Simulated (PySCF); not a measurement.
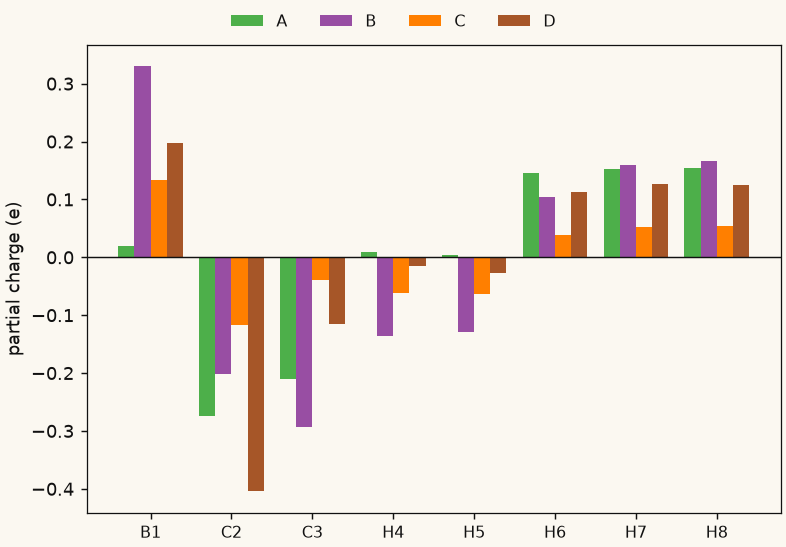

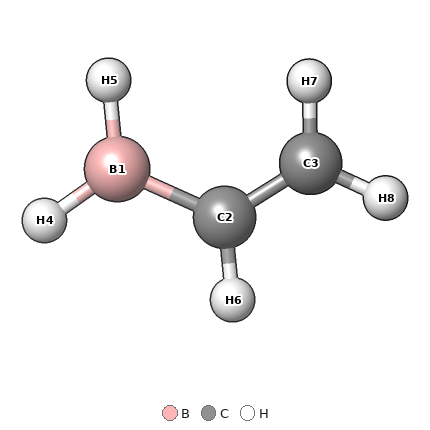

Atomic charges of C₂H₅B, SMILES BC=C by 4 schemes, PBE0/pcSseg-1 in PySCF 2.14.0, at a GFN2-xTB geometry (no frequency check).

The schemes are ESP fit, Hirshfeld, IAO and Mulliken. Which series is which?

Answer. A: IAO (C3 −0.21 e); B: ESP fit (C3 −0.29 e); C: Hirshfeld (C3 −0.04 e); D: Mulliken (C3 −0.11 e).

Caveats: the tight-binding geometry is rougher than a DFT one and adds to the error.
